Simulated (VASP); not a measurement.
Band structure of Be3HgTe4 (ordered alloy cell). Level of theory: PBEsol GGA, VASP's PBE PAW potentials (set 64) (plane waves; VASP).

Unless said otherwise, spin-orbit coupling is left out, though it shifts the bands of the heavy elements here.

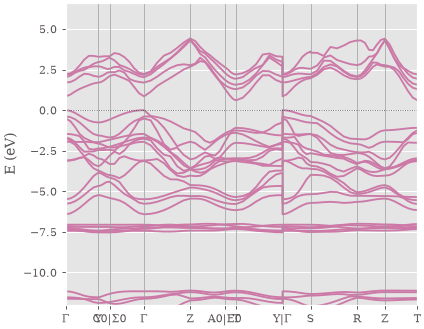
Figure. Bands along high-symmetry lines, zero at the valence-band maximum or, without a gap, the Fermi level

### Question
Read the plot: is there a gap, and where are the band edges?

### Answer
The gap is indirect, 0.61 eV, from the valence maximum at Γ to the conduction minimum at T. (Edges off the drawn lines would not show.)

The structure was generated: Be3HgTe4 was put into an ordered model structure (Amm2), which need not be its known phase. It was relaxed first.
